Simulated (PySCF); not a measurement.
Input file:

```
{"job": {"kind": "nmr", "xc": "PBE0", "basis": "pcSseg-1"}, "charge": 0, "multiplicity": 1}
C      1.277343    -1.092628    -1.953645
C      1.478984    -0.418103    -0.634167
C      0.561675     0.043665     0.208714
O      0.879772     0.651616     1.406469
C      2.213001     0.814362     1.810010
C     -0.943593     0.042098     0.129990
C     -1.491176    -1.382018     0.025795
C     -1.436030     0.886482    -1.046463
Si    -1.542617     0.836709     1.776615
H      0.244017    -1.082393    -2.278578
H      1.611127    -2.130165    -1.894847
H      1.882135    -0.596018    -2.713146
H      2.524455    -0.321981    -0.369691
H      2.172002     1.310587     2.778529
H      2.719439    -0.150651     1.918426
H      2.771604     1.439432     1.105121
H     -2.577457    -1.365067     0.090214
H     -1.111545    -1.995045     0.840312
H     -1.216379    -1.859652    -0.912098
H     -1.007206     1.885251    -1.002178
H     -2.519831     0.978639    -1.007183
H     -1.170557     0.447168    -2.006109
H     -1.165921     0.035284     2.936653
H     -3.013879     0.808777     1.693461
H     -1.150296     2.237794     1.885625
```

Launched as:

```sh
OMP_NUM_THREADS=1 python probes_run.py task.json out
```

Geometry: GFN2-xTB.

Method: PySCF 2.14.0, PBE0/pcSseg-1, SCF density, gas phase, non-relativistic.

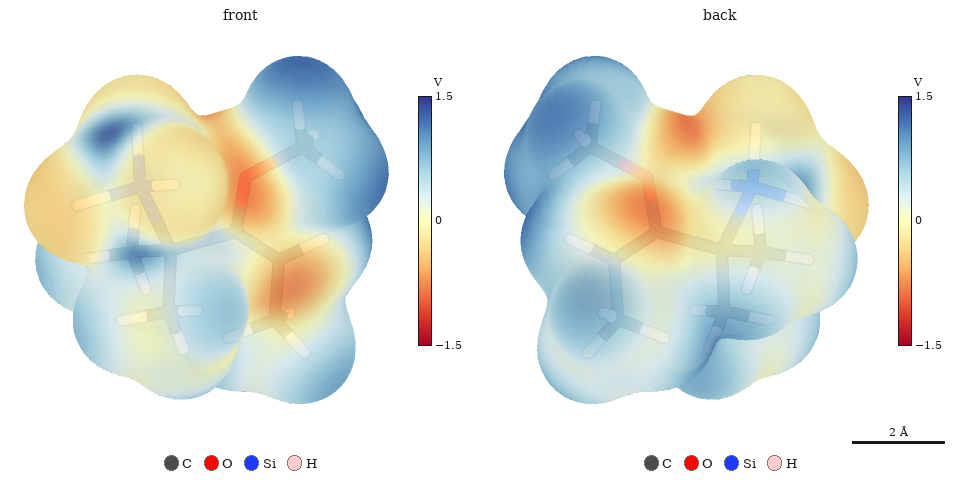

C₇H₁₆OSi. The molecular electrostatic potential painted on the density surface at 0.004 e/bohr³, seen from the front and from behind; red is negative and blue positive.

**Describe the electrostatic potential map.**

The most negative region (about −0.8 V) lies over C2 and O4, the most positive (about +1.2 V) over C5, Si9 and H14.

**What dipole moment does the calculation give?**

Its dipole moment is 2.05 D.
